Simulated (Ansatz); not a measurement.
# GeHSCl2F (SMILES [F][Ge]([SH])([Cl])[Cl]) at CCSD(T)/cc-pVDZ

What is the vertical singlet–triplet gap of GeHSCl2F at CCSD(T)/cc-pVDZ? 

The calculation is run with Ansatz 0.2.0.

72 further runs of the same task are left out: 72 set aside as unsound or not needed. Runs told in other sessions of the task aren't counted.

### Step 1. Starting point

GeHSCl2F: 6 atoms, total charge 0, spin state singlet. SMILES: `[F][Ge]([SH])([Cl])[Cl]`. Geometry: relaxed at PBE0-D4/def2-TZVP. This is one conformer, not always the lowest.

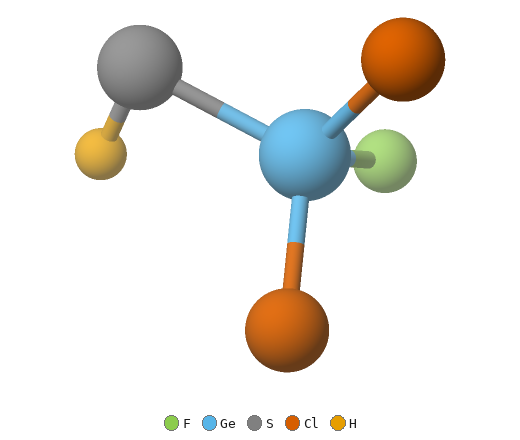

The structure, seen from a chosen angle (fluorine green, germanium blue, sulfur grey, chlorine orange, hydrogen amber).

### Step 2. A single-point energy at CCSD(T)/cc-pVDZ

in.yaml

```yaml
crystal:
  periodic: [false, false, false]
  atoms:
    - {symbol: F, position_ang: [1.026900, -1.407000, -0.691200]}
    - {symbol: Ge, position_ang: [-0.148100, -0.195600, -0.359900]}
    - {symbol: S, position_ang: [-0.244400, 0.240000, 1.774800]}
    - {symbol: Cl, position_ang: [-2.016500, -0.953000, -0.997700]}
    - {symbol: Cl, position_ang: [0.438900, 1.465300, -1.540500]}
    - {symbol: H, position_ang: [0.985300, 0.786300, 1.768500]}
basis:
  gaussian:
    orbitals: cc-pVDZ
accuracy: high
correlation:
  method: ccsd_t
  frozen_orbitals: {Cl: 5, F: 1, Ge: 9, H: 0, S: 5}
magnetization:
  spin_polarized: false
  initial_magnetization: 0
scf:
  omitted_lower_state_checks: [cluster_reference, increment]
```

On the command line:

```sh
$ ansatz run in.yaml --threads 1 --pin off --max-ram 2610MiB --events-out events.jsonl --progress --plain --runs-dir runs
```

Log (excerpt; [...] marks lines left out):

```text
Warning: RAYON_NUM_THREADS=1 ignored (pool sized by the plan → 1); use --threads N
Functional definition: HF
  name "HF"
[...]
2231 factors; integrals over basis functions are off by at most 4.4e-9 eV
[...]
mean field -95023.65736578 eV, -3492.0549988441 hartree, gradient 2.5e-8 eV, S^2 0.000000; 0 other end points of the search recorded, 0 dependent functions left out
25 core orbitals not correlated: weight in the atoms' cores, before any rotation towards them, 1.000 or more for the frozen orbitals, at most 0.000 for the correlated occupied ones
reference -95023.65736578 eV, -3492.0549988441 hartree; 21, 21 occupied and 54, 54 virtual orbitals, 2231 factors
second order -18.83672145 eV of doubles, -0.00000000 eV of singles
cycle   1  -19.44149090 eV  change   -6.0e-1 eV  update   9.7e-2
[...]
cycle  21  -19.92603178 eV  change  -9.6e-10 eV  update   1.8e-9
perturbative correction -0.47938637 eV, -0.0176171243 hartree
Total energy: -95044.06278394 eV, -3492.8048841301 hartree
Checks for a lower state left out: cluster_reference, increment
```

Run time: 50 s. Hardware: 1 thread of Arm Neoverse V2, shared host; peak memory 0.57 GiB.

### Step 3. The triplet at the same level

input.yaml

```yaml
crystal:
  periodic: [false, false, false]
  atoms:
    - {symbol: F, position_ang: [1.026900, -1.407000, -0.691200]}
    - {symbol: Ge, position_ang: [-0.148100, -0.195600, -0.359900]}
    - {symbol: S, position_ang: [-0.244400, 0.240000, 1.774800]}
    - {symbol: Cl, position_ang: [-2.016500, -0.953000, -0.997700]}
    - {symbol: Cl, position_ang: [0.438900, 1.465300, -1.540500]}
    - {symbol: H, position_ang: [0.985300, 0.786300, 1.768500]}
basis:
  gaussian:
    orbitals: cc-pVDZ
magnetization:
  spin_polarized: true
  initial_magnetization: 2
correlation:
  method: ccsd_t
  frozen_orbitals: {Cl: 5, F: 1, Ge: 9, H: 0, S: 5}
accuracy: high
scf:
  omitted_lower_state_checks: [cluster_reference, increment]
```

On the command line:

```sh
$ ansatz run input.yaml --threads 1 --pin off --max-ram 2610MiB --events-out events.jsonl --progress --plain --runs-dir runs
```

Log (excerpt; [...] marks lines left out):

```text
Warning: RAYON_NUM_THREADS=1 ignored (pool sized by the plan → 1); use --threads N
Functional definition: HF
  name "HF"
[...]
2231 factors; integrals over basis functions are off by at most 4.4e-9 eV
[...]
mean field -95018.28889952 eV, -3491.8577113480 hartree, gradient 6.8e-8 eV, S^2 2.023512; 10 other end points of the search recorded, 0 dependent functions left out
25 core orbitals not correlated: weight in the atoms' cores, before any rotation towards them, 1.000 or more for the frozen orbitals, at most 0.000 for the correlated occupied ones
reference -95018.28889952 eV, -3491.8577113480 hartree; 22, 20 occupied and 53, 55 virtual orbitals, 2231 factors
second order -18.40168932 eV of doubles, -0.00000000 eV of singles
cycle   1  -19.06842332 eV  change   -6.7e-1 eV  update   1.1e-1
[...]
cycle  37  -19.61822340 eV  change   -1.6e-9 eV  update   4.3e-9
perturbative correction -0.48526143 eV, -0.0178330286 hartree
Total energy: -95038.39238435 eV, -3492.5965007888 hartree
Checks for a lower state left out: cluster_reference, increment
```

Run time: 4.5 min. Hardware: 1 thread of Arm Neoverse V2, shared host; peak memory 1.1 GiB.

### Step 4. Summary of results

At CCSD(T)/cc-pVDZ, 25 core orbitals frozen:

```
                                             quantity           value
                                singlet: total energy  -3492.80488 Eh
singlet: correlation energy (25 core orbitals frozen)      -749.9 mEh
                              singlet: (T) correction      -17.62 mEh
                               singlet: T1 diagnostic           0.010
                                triplet: total energy  -3492.59650 Eh
triplet: correlation energy (25 core orbitals frozen)      -738.8 mEh
                              triplet: (T) correction      -17.83 mEh
           triplet: ⟨S²⟩ of the reference determinant           2.024
                               triplet: T1 diagnostic           0.016
     vertical energy of the triplet above the singlet        5.670 eV
```

**Reading.** At this shape the triplet lies 5.67 eV (131 kcal/mol) above the singlet. The triples (singlet) make up 2.3 % of the correlation energy. The triples (triplet) make up 2.4 % of the correlation energy.
